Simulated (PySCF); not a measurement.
# GeH3O2F (SMILES [OH][GeH]([OH])[F]): levels of theory compared

We compute a comparison of 4 runs (HF/def2-SVP, B3LYP/6-31G*, SVWN5/def2-SVP, PBE/cc-pVTZ) of GeH3O2F. The job is set up through a Python script.

The results are computed with PySCF 2.14.0.

1 further run of the same task is left out (set aside as unsound or not needed).

### Step 1. The system as given

GeH3O2F has 7 atoms, charge 0, and is taken as a singlet. SMILES: `[OH][GeH]([OH])[F]`. The shape is that of a PBE0-D4/def2-TZVP optimisation. This is one conformer, not always the lowest.

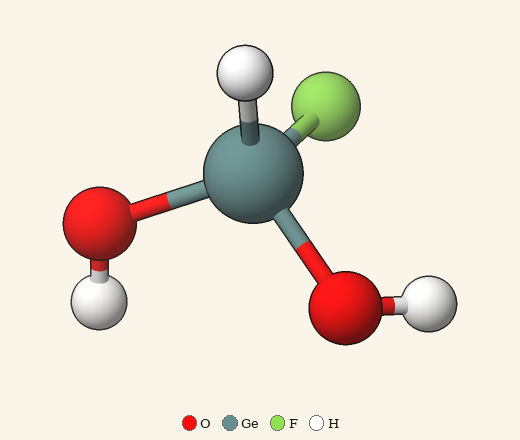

The structure, seen from a chosen angle (oxygen red, germanium teal, fluorine green, hydrogen white).

### Step 2. Energy and gradient at HF/def2-SVP (run 1)

Contents of calc.py:

```python
# [OH][GeH]([OH])[F]
from pyscf import gto, scf

mol = gto.M(
    atom='''
O   -0.352900   1.140300  -0.859300
Ge  -0.107500  -0.026800   0.432400
O    1.518200  -0.656000   0.307600
F   -1.260300  -1.284500   0.113200
H   -1.209200   1.041800  -1.283900
H   -0.331400   0.485800   1.847500
H    1.804400  -0.768700  -0.603100
''',
    charge=0,
    max_memory=1860,
    basis='def2-svp',
    spin=0,
    verbose=4,
)

calc0 = scf.RHF(mol)
calc0.conv_tol = 1e-10
calc0.kernel()
if not calc0.converged:
    calc0 = calc0.newton().run(calc0.mo_coeff, calc0.mo_occ)

etot = calc0.e_tot
print('E = %.10f Eh' % etot)
grad = calc0.nuc_grad_method().kernel()
calc0.analyze()
```

On the command line:

```sh
$ OMP_NUM_THREADS=1 python calc.py
```

The log of the run:

```text
PySCF version 2.14.0

[... 83 lines left out ...]
Two-electron Coulomb Energy =         1347.382247821510873
[... 10 lines left out ...]
MO #8   energy= -20.5693307721077  occ= 2
[... 8 lines left out ...]
MO #17  energy= -1.70527782211828  occ= 2
[... 8 lines left out ...]
MO #26  energy= -0.575131879033548 occ= 2
[... 8 lines left out ...]
MO #35  energy= 0.240046517156937  occ= 0
[... 8 lines left out ...]
MO #44  energy= 0.843656573758602  occ= 0
[... 8 lines left out ...]
MO #53  energy= 1.36101430435174   occ= 0
[... 8 lines left out ...]
MO #62  energy= 1.81061237193807   occ= 0
[... 8 lines left out ...]
MO #71  energy= 2.69463188393563   occ= 0
[... 8 lines left out ...]
MO #80  energy= 3.33329255115252   occ= 0
[... 8 lines left out ...]
MO #89  energy= 4.10794132507877   occ= 0
[... 60 lines left out ...]
pop of  2 O 3dxz          0.00085
pop of  2 O 3dx2-y2       0.00114
pop of  3 F 1s            1.99998
pop of  3 F 2s            1.86428
pop of  3 F 3s            0.00246
pop of  3 F 2px           1.87181
pop of  3 F 2py           1.85976
pop of  3 F 2pz           1.94775
pop of  3 F 3px           0.00164
pop of  3 F 3py           0.00182
pop of  3 F 3pz           0.00182
pop of  3 F 3dxy          0.00138
pop of  3 F 3dyz          0.00047
pop of  3 F 3dz^2         0.00046
pop of  3 F 3dxz          0.00037
pop of  3 F 3dx2-y2       0.00072
pop of  4 H 1s            0.64582
pop of  4 H 2s            0.01336
pop of  4 H 2px           0.00213
pop of  4 H 2py           0.00143
pop of  4 H 2pz           0.00192
pop of  5 H 1s            1.10607
pop of  5 H 2s            0.00391
pop of  5 H 2px           0.00015
pop of  5 H 2py           0.00062
pop of  5 H 2pz           0.00454
pop of  6 H 1s            0.64774
pop of  6 H 2s            0.01332
pop of  6 H 2px           0.00167
pop of  6 H 2py           0.00159
pop of  6 H 2pz           0.00212
 ** Mulliken atomic charges  **
charge of    0O =     -0.75238
charge of    1Ge =      1.49418
charge of    2O =     -0.74068
charge of    3F =     -0.55473
charge of    4H =      0.33535
charge of    5H =     -0.11530
charge of    6H =      0.33357
Dipole moment(X, Y, Z, Debye): -0.55466,  0.96946, -0.63732
```

Wall time 19 s (1 thread of Intel Xeon at 2.50GHz (Skylake/Cascade Lake), shared host); peak memory 0.18 GiB.

### Step 3. Energy and gradient at B3LYP/6-31G(d) (Cartesian functions) (run 2)

Contents of run.py:

```python
from pyscf import gto, dft

mol = gto.M(
    atom=[
    ('O', (-0.352900, 1.140300, -0.859300)),
    ('Ge', (-0.107500, -0.026800, 0.432400)),
    ('O', (1.518200, -0.656000, 0.307600)),
    ('F', (-1.260300, -1.284500, 0.113200)),
    ('H', (-1.209200, 1.041800, -1.283900)),
    ('H', (-0.331400, 0.485800, 1.847500)),
    ('H', (1.804400, -0.768700, -0.603100)),
],
    cart=True,
    verbose=4,
    basis='6-31g*',
    max_memory=1860,
)

mf = dft.RKS(mol)
mf.xc = 'b3lyp'
mf.conv_tol = 1e-10
mf.grids.level = 5
mf.kernel()
if not mf.converged:
    mf = mf.newton().run(mf.mo_coeff, mf.mo_occ)

e_tot = mf.e_tot
print('E(%s) = %.9f' % ('B3LYP', e_tot))
grad = mf.nuc_grad_method().kernel()
mf.analyze()
```

On the command line:

```sh
$ OMP_NUM_THREADS=1 python run.py
```

The log of the run:

```text
PySCF version 2.14.0

[... 98 lines left out ...]
Two-electron Energy =                 1238.572289652164955
[... 9 lines left out ...]
MO #6   energy= -24.6724375145609  occ= 2
[... 7 lines left out ...]
MO #14  energy= -1.27034537879232  occ= 2
[... 7 lines left out ...]
MO #22  energy= -0.510233061073525 occ= 2
[... 7 lines left out ...]
MO #30  energy= -0.322394714020334 occ= 2
[... 7 lines left out ...]
MO #38  energy= 0.224758090711931  occ= 0
[... 7 lines left out ...]
MO #46  energy= 0.875940028333268  occ= 0
[... 7 lines left out ...]
MO #54  energy= 1.1378686655545    occ= 0
[... 7 lines left out ...]
MO #62  energy= 1.72370780539937   occ= 0
[... 7 lines left out ...]
MO #70  energy= 2.056203255956     occ= 0
[... 7 lines left out ...]
MO #78  energy= 3.37787640718555   occ= 0
[... 7 lines left out ...]
MO #86  energy= 86.8101431628887   occ= 0
[... 57 lines left out ...]
pop of  2  O 2pz          1.52985
pop of  2  O 3px          0.00262
pop of  2  O 3py          0.00254
pop of  2  O 3pz          0.00231
pop of  2  O 3dxx         0.00248
pop of  2  O 3dxy         0.00201
pop of  2  O 3dxz         0.00163
pop of  2  O 3dyy         0.00151
pop of  2  O 3dyz         0.00119
pop of  2  O 3dzz         0.00280
pop of  3  F 1s           1.99997
pop of  3  F 2s           1.86833
pop of  3  F 3s           0.00228
pop of  3  F 2px          1.81945
pop of  3  F 2py          1.80343
pop of  3  F 2pz          1.92353
pop of  3  F 3px          0.00060
pop of  3  F 3py          0.00071
pop of  3  F 3pz          0.00083
pop of  3  F 3dxx         0.00091
pop of  3  F 3dxy         0.00322
pop of  3  F 3dxz         0.00083
pop of  3  F 3dyy         0.00117
pop of  3  F 3dyz         0.00103
pop of  3  F 3dzz         0.00059
pop of  4  H 1s           0.65223
pop of  4  H 2s           0.01353
pop of  5  H 1s           0.99547
pop of  5  H 2s           0.00485
pop of  6  H 1s           0.65301
pop of  6  H 2s           0.01357
 ** Mulliken atomic charges  **
charge of    0O =     -0.62772
charge of    1Ge =      0.99596
charge of    2O =     -0.60868
charge of    3F =     -0.42690
charge of    4H =      0.33424
charge of    5H =     -0.00032
charge of    6H =      0.33342
Dipole moment(X, Y, Z, Debye): -0.57938,  0.74985, -0.75226
```

It took 62 s on 1 thread of Intel Xeon at 2.50GHz (Skylake/Cascade Lake), shared host; peak memory 0.84 GiB.

### Step 4. Energy and forces at SVWN5/def2-SVP (run 3)

Contents of calc.py:

```python
from pyscf import gto, dft

mol = gto.Mole()
mol.atom = '''
O   -0.352900   1.140300  -0.859300
Ge  -0.107500  -0.026800   0.432400
O    1.518200  -0.656000   0.307600
F   -1.260300  -1.284500   0.113200
H   -1.209200   1.041800  -1.283900
H   -0.331400   0.485800   1.847500
H    1.804400  -0.768700  -0.603100
'''
mol.basis = 'def2-svp'
mol.spin = 0
mol.max_memory = 1860
mol.verbose = 3
mol.charge = 0
mol.build()

calc0 = dft.RKS(mol, xc='svwn')
calc0.grids.level = 5
calc0.conv_tol = 1e-10
calc0.kernel()
if not calc0.converged:
    calc0 = calc0.newton().run(calc0.mo_coeff, calc0.mo_occ)

etot = calc0.e_tot
print('E = %.10f Eh' % etot)
grad = calc0.nuc_grad_method().kernel()
dip = calc0.dip_moment()
pop, q = calc0.mulliken_pop()
```

On the command line:

```sh
$ OMP_NUM_THREADS=1 python calc.py
```

The log of the run:

```text
converged SCF energy = -2323.86243607491
E = -2323.8624360749 Eh
--------------- RKS gradients ---------------
         x                y                z
0 O    -0.0152984570     0.0003808957    -0.0087035959
1 Ge    -0.0012846353     0.0011668633     0.0052809462
2 O     0.0075867547    -0.0033673568    -0.0159222181
3 F    -0.0011163129    -0.0015057794     0.0002775480
4 H     0.0142394919     0.0023488012     0.0065486342
5 H    -0.0003741881    -0.0005524824    -0.0025603061
6 H    -0.0037481166     0.0015192176     0.0150668271
----------------------------------------------
Dipole moment(X, Y, Z, Debye): -0.43365,  0.78804, -0.84935
 ** Mulliken pop  **
pop of  0 O 1s            1.98623
pop of  0 O 2s            1.06145
pop of  0 O 3s            0.67308
pop of  0 O 2px           0.91366
pop of  0 O 2py           1.00330
pop of  0 O 2pz           0.94975
pop of  0 O 3px           0.50863
pop of  0 O 3py           0.67985
pop of  0 O 3pz           0.59181
pop of  0 O 3dxy          0.00124
pop of  0 O 3dyz          0.00186
pop of  0 O 3dz^2         0.00107
pop of  0 O 3dxz          0.00144
pop of  0 O 3dx2-y2       0.00283
pop of  1 Ge 1s           1.99990
pop of  1 Ge 2s           1.99931
pop of  1 Ge 3s           1.98887
pop of  1 Ge 4s           1.14596
pop of  1 Ge 5s           0.01051
pop of  1 Ge 2px          1.99864
pop of  1 Ge 2py          1.99869
pop of  1 Ge 2pz          1.99876
pop of  1 Ge 3px          1.98932
pop of  1 Ge 3py          1.98936
pop of  1 Ge 3pz          1.99031
pop of  1 Ge 4px          0.38822
pop of  1 Ge 4py          0.37626
pop of  1 Ge 4pz          0.48461
pop of  1 Ge 5px          0.14436
pop of  1 Ge 5py          0.18029
pop of  1 Ge 5pz          0.25875
pop of  1 Ge 3dxy         1.62036
pop of  1 Ge 3dyz         1.61647
pop of  1 Ge 3dz^2        1.61823
pop of  1 Ge 3dxz         1.61187
pop of  1 Ge 3dx2-y2      1.61776
pop of  1 Ge 4dxy         0.37064
pop of  1 Ge 4dyz         0.37064
pop of  1 Ge 4dz^2        0.37013
pop of  1 Ge 4dxz         0.36781
pop of  1 Ge 4dx2-y2      0.36904
pop of  1 Ge 5dxy         0.08758
pop of  1 Ge 5dyz         0.07215
pop of  1 Ge 5dz^2        0.08591
pop of  1 Ge 5dxz         0.09288
pop of  1 Ge 5dx2-y2      0.10458
pop of  2 O 1s            1.98626
pop of  2 O 2s            1.06457
pop of  2 O 3s            0.66535
pop of  2 O 2px           0.92480
pop of  2 O 2py           1.04202
pop of  2 O 2pz           0.90007
pop of  2 O 3px           0.56797
pop of  2 O 3py           0.72303
pop of  2 O 3pz           0.47901
pop of  2 O 3dxy          0.00122
pop of  2 O 3dyz          0.00069
pop of  2 O 3dz^2         0.00414
pop of  2 O 3dxz          0.00120
pop of  2 O 3dx2-y2       0.00131
pop of  3 F 1s            1.98782
pop of  3 F 2s            1.10861
pop of  3 F 3s            0.82841
pop of  3 F 2px           1.09122
pop of  3 F 2py           1.08225
pop of  3 F 2pz           1.14843
pop of  3 F 3px           0.68125
pop of  3 F 3py           0.67147
pop of  3 F 3pz           0.72223
pop of  3 F 3dxy          0.00150
pop of  3 F 3dyz          0.00057
pop of  3 F 3dz^2         0.00051
pop of  3 F 3dxz          0.00044
pop of  3 F 3dx2-y2       0.00086
pop of  4 H 1s            0.65515
pop of  4 H 2s            0.06562
pop of  4 H 2px           0.02957
pop of  4 H 2py           0.01841
pop of  4 H 2pz           0.02078
pop of  5 H 1s            0.67829
pop of  5 H 2s            0.35671
pop of  5 H 2px           0.00069
pop of  5 H 2py           0.00141
pop of  5 H 2pz           0.00764
pop of  6 H 1s            0.65584
pop of  6 H 2s            0.05977
pop of  6 H 2px           0.01861
pop of  6 H 2py           0.01883
pop of  6 H 2pz           0.03110
 ** Mulliken atomic charges  **
charge of    0O =     -0.37621
charge of    1Ge =      0.68182
charge of    2O =     -0.36162
charge of    3F =     -0.32558
charge of    4H =      0.21047
charge of    5H =     -0.04474
charge of    6H =      0.21585
```

It took 34 s on 1 thread of Intel Xeon at 2.50GHz (Skylake/Cascade Lake), shared host; peak memory 0.49 GiB.

### Step 5. Energy and gradient at PBE/cc-pVTZ (run 4)

Contents of calc.py:

```python
import pyscf.grad
from pyscf import gto, dft

mol = gto.Mole()
mol.atom = '''
O   -0.352900   1.140300  -0.859300
Ge  -0.107500  -0.026800   0.432400
O    1.518200  -0.656000   0.307600
F   -1.260300  -1.284500   0.113200
H   -1.209200   1.041800  -1.283900
H   -0.331400   0.485800   1.847500
H    1.804400  -0.768700  -0.603100
'''
mol.max_memory = 1860
mol.verbose = 4
mol.charge = 0
mol.basis = 'cc-pvtz'
mol.build()

calc0 = dft.RKS(mol, xc='pbe')
calc0.conv_tol = 1e-10
calc0.grids.level = 5
calc0.kernel()
if not calc0.converged:
    calc0 = calc0.newton().run(calc0.mo_coeff, calc0.mo_occ)

e_final = calc0.e_tot
print('Final energy', e_final)
grad = calc0.Gradients().kernel()
dip = calc0.dip_moment()
pop, q = calc0.mulliken_pop()
```

On the command line:

```sh
$ OMP_NUM_THREADS=1 python calc.py
```

The log of the run:

```text
PySCF version 2.14.0

[... 82 lines left out ...]
converged SCF energy = -2328.76381818769
Final energy -2328.7638181876855
[... 14 lines left out ...]
Dipole moment(X, Y, Z, Debye): -0.33845,  0.81041, -0.63829
[... 144 lines left out ...]
pop of  4 H 3dyz          0.00060
pop of  4 H 3dz^2         0.00154
pop of  4 H 3dxz          0.00212
pop of  4 H 3dx2-y2       0.00183
pop of  5 H 1s            0.23955
pop of  5 H 2s            0.53815
pop of  5 H 3s            0.28905
pop of  5 H 2px           0.00016
pop of  5 H 2py           0.00038
pop of  5 H 2pz           0.00219
pop of  5 H 3px           0.00278
pop of  5 H 3py           0.00379
pop of  5 H 3pz           0.01116
pop of  5 H 3dxy          0.00006
pop of  5 H 3dyz          0.00048
pop of  5 H 3dz^2         0.00069
pop of  5 H 3dxz          0.00031
pop of  5 H 3dx2-y2       0.00005
pop of  6 H 1s            0.26157
pop of  6 H 2s            0.38280
pop of  6 H 3s            0.04963
pop of  6 H 2px           0.00487
pop of  6 H 2py           0.00449
pop of  6 H 2pz           0.01169
pop of  6 H 3px           0.02489
pop of  6 H 3py           0.03117
pop of  6 H 3pz           0.01788
pop of  6 H 3dxy          0.00032
pop of  6 H 3dyz          0.00278
pop of  6 H 3dz^2         0.00271
pop of  6 H 3dxz          0.00226
pop of  6 H 3dx2-y2       0.00034
 ** Mulliken atomic charges  **
charge of    0O =     -0.39673
charge of    1Ge =      0.79831
charge of    2O =     -0.38260
charge of    3F =     -0.33548
charge of    4H =      0.20270
charge of    5H =     -0.08879
charge of    6H =      0.20259
```

Wall time 4.2 min (1 thread of Intel Xeon at 2.50GHz (Skylake/Cascade Lake), shared host); peak memory 2.3 GiB.

### Step 6. All runs side by side

```csv
run,level,Cartesian functions,integration grid,energy (Eh),dipole moment (D),HOMO energy (eV),LUMO energy (eV),wall time
1,HF/def2-SVP,no,–,-2325.902576,1.29,-13.66,4.01,19 s
2,B3LYP/6-31G* (Cartesian functions),yes,5,-2328.925992,1.21,-8.77,0.07,62 s
3,SVWN5/def2-SVP,no,5,-2323.862436,1.24,-7.50,-0.72,34 s
4,PBE/cc-pVTZ,no,5,-2328.763818,1.09,-7.59,-0.83,4.2 min
```

### Step 7. Outcome

```
                       quantity           value
            run 4: total energy  -2328.76382 Eh
           run 4: dipole moment          1.09 D
             run 4: HOMO energy        -7.59 eV
             run 4: LUMO energy        -0.83 eV
           run 4: HOMO–LUMO gap         6.76 eV
run 4: largest force on an atom      0.672 eV/Å
```

In words: The dipole moment (its size) runs from 1.09 D (PBE/cc-pVTZ) to 1.29 D (HF/def2-SVP). The two ends differ in method and basis. The HOMO–LUMO gap runs from 6.76 eV (PBE/cc-pVTZ) to 17.67 eV (HF/def2-SVP). Totals of different functionals can't be ranked against each other. All runs together took 6.1 min, the longest 4.2 min.
